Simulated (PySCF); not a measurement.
**C₅H₁₂Si₂: excited-state calculation**

- system: C₅H₁₂Si₂
- method: TDDFT CAM-B3LYP/def2-SVPD, vertical, gas phase, core orbitals frozen in the response (PySCF 2.14.0)

The geometry comes from this level: GFN2-xTB.

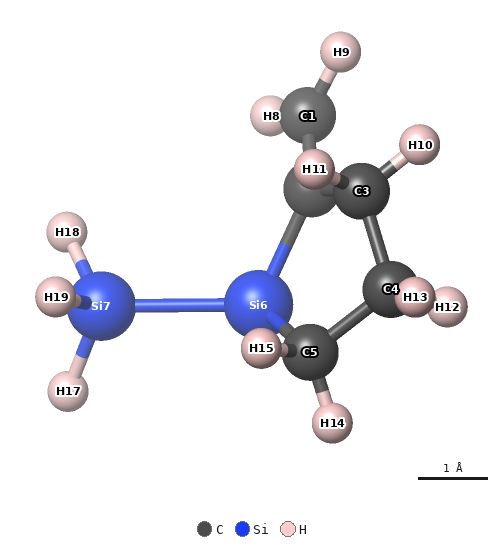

The structure (ball-and-stick view, seen at a tilt; atoms are numbered from 1 in the order of the input). Bond lengths as drawn: C–C 1.32 to 1.53 Å, C–H 1.08 to 1.10 Å, C–Si 1.90 to 1.91 Å, H–Si 1.46 to 1.48 Å and Si–Si 2.31 Å.

### Summary

| quantity | value |
| --- | --- |
| outcome | converged |
| total energy | −776.285777 hartree |
| HOMO | −8.58 eV |
| LUMO | 0.67 eV |
| dipole moment | 0.80 D |
| mean polarisability | 113.33 a.u. |
| lowest singlet excitation | 6.24 eV |
| hardware | 1 CPU thread, shared host |
| wall time | 74 s |
| peak memory | 1.1 GiB |

### Input file
```
{"job": {"kind": "uv", "xc": "CAM-B3LYP", "basis": "def2-SVPD", "nstates": 8, "ntriplets": 3}, "charge": 0, "multiplicity": 1}
C     -0.137076     2.181680     1.023723
C     -0.367598     1.013160     0.445859
C     -1.513341     0.765902    -0.497609
C     -1.872050    -0.718009    -0.441849
C     -0.579595    -1.529246    -0.514760
Si     0.635147    -0.585621     0.622338
Si     2.822786    -0.467920    -0.106229
H      0.702267     2.329431     1.683552
H     -0.770645     3.042933     0.865800
H     -2.373195     1.395378    -0.260171
H     -1.185780     1.017753    -1.511734
H     -2.373467    -0.926477     0.506145
H     -2.559346    -0.984468    -1.248161
H     -0.756190    -2.564661    -0.229317
H     -0.214756    -1.542543    -1.543789
H      0.470377    -1.088462     2.003306
H      3.608694    -1.602283     0.385374
H      3.490525     0.743056     0.375960
H      2.963440    -0.470352    -1.565898
```

The first line tells a small driver script what to run in PySCF; the rest is the geometry in Å.

Launched with:
```bash
OMP_NUM_THREADS=1 python <driver script> task.json out
```

### What the program printed
```
coarse grid: 16120 points
cycle   1  E = -776.1311174962  dE =  7.060e-01  |g| = 3.504e-01  |ddm| = 6.929e+00
cycle   2  E = -776.1453978743  dE = -1.428e-02  |g| = 2.945e-01  |ddm| = 1.157e+00
cycle   3  E = -776.1691823394  dE = -2.378e-02  |g| = 4.658e-02  |ddm| = 5.201e-01
cycle   4  E = -776.1695886545  dE = -4.063e-04  |g| = 3.070e-02  |ddm| = 1.396e-01
cycle   5  E = -776.1698298270  dE = -2.412e-04  |g| = 4.234e-03  |ddm| = 6.703e-02
cycle   6  E = -776.1698345106  dE = -4.684e-06  |g| = 1.062e-03  |ddm| = 1.031e-02
final grid: 144360 points
cycle   7  E = -776.2857736163  dE = -3.426e-05  |g| = 3.449e-03  |ddm| = 1.022e-01
cycle   8  E = -776.2857740390  dE = -4.227e-07  |g| = 3.313e-03  |ddm| = 1.616e-02
cycle   9  E = -776.2857769122  dE = -2.873e-06  |g| = 3.308e-04  |ddm| = 5.658e-03
cycle  10  E = -776.2857769317  dE = -1.955e-08  |g| = 2.124e-04  |ddm| = 1.007e-03
cycle  11  E = -776.2857769427  dE = -1.101e-08  |g| = 3.825e-05  |ddm| = 3.982e-04
cycle  12  E = -776.2857769432  dE = -4.461e-10  |g| = 7.524e-06  |ddm| = 8.990e-05
```

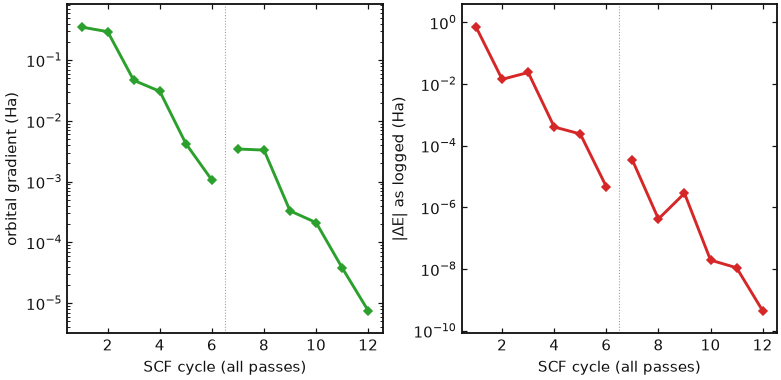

Convergence of the self-consistent field: orbital gradient and size of the energy change against the SCF cycle. The dotted line marks the change from a coarse to the final integration grid. The first 6 cycles use a coarse grid, the final grid takes over at cycle 7, and the field converges after 12 cycles in all.

```
converged SCF energy = -776.2857769432

Static polarisability (au): isotropic 113.327, principal 93.367 118.971 127.642

Singlet excitations
state   eV       nm        f      main configurations
  1   6.2444    198.6   0.06384   H-1->L 0.44, H->L 0.24, H-2->L 0.19
  2   6.4912    191.0   0.16333   H->L 0.58, H-1->L 0.17
  3   6.6296    187.0   0.05973   H->L+1 0.72, H->L 0.10
  4   6.8223    181.7   0.04567   H->L+2 0.60
  5   7.0252    176.5   0.00128   H-2->L 0.48, H-1->L 0.23
  6   7.2556    170.9   0.00930   H-2->L+1 0.68
  7   7.2965    169.9   0.03275   H->L+3 0.50, H->L+4 0.09, H->L+2 0.08
  8   7.3501    168.7   0.05069   H-1->L+1 0.79

Triplet excitations (Tamm-Dancoff, eV): 4.0781 5.7745 6.0749
```

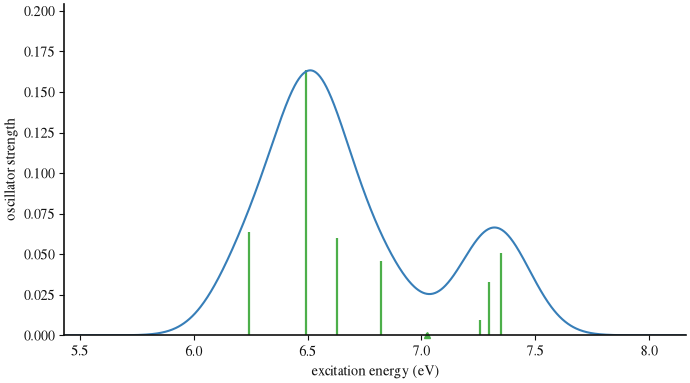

Computed excitations as sticks (degenerate states added up, dark ones marked on the axis), with a Gaussian envelope of 0.35 eV full width at half maximum, scaled to the tallest. Of the 8 states the lowest lies at 6.24 eV (f = 0.064); the strongest line is at 6.49 eV, or 191 nm (f = 0.163).

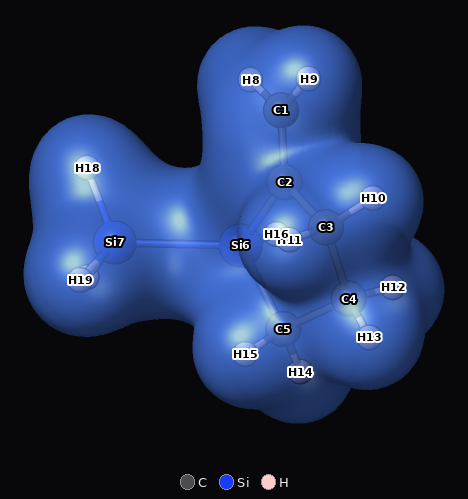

Isosurface of the electron density at 0.05 e/Å³ (blue), seen at a tilt. At this value the surface is in one piece. On the grid the lowest density along these lines, outside the cores, is 2.3 e/Å³ (C–C, 1.32 Å), 0.78 e/Å³ (C–Si, 1.90 Å), 0.66 e/Å³ (Si–Si, 2.31 Å) and 1.9 e/Å³ (C–H, 1.08 Å).

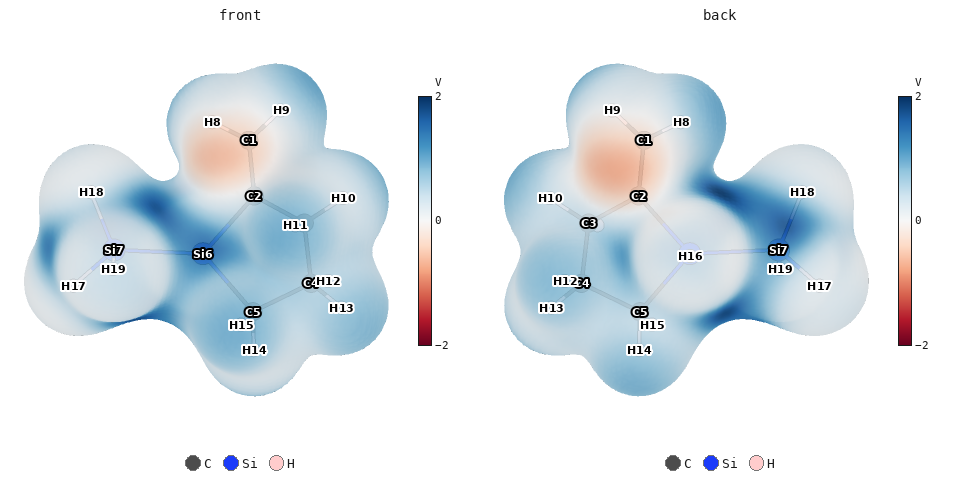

The molecular electrostatic potential painted on the density surface at 0.004 e/bohr³, seen face on and from behind; red is negative and blue positive. A positive charge is drawn to the negative regions and a negative charge to the positive ones.
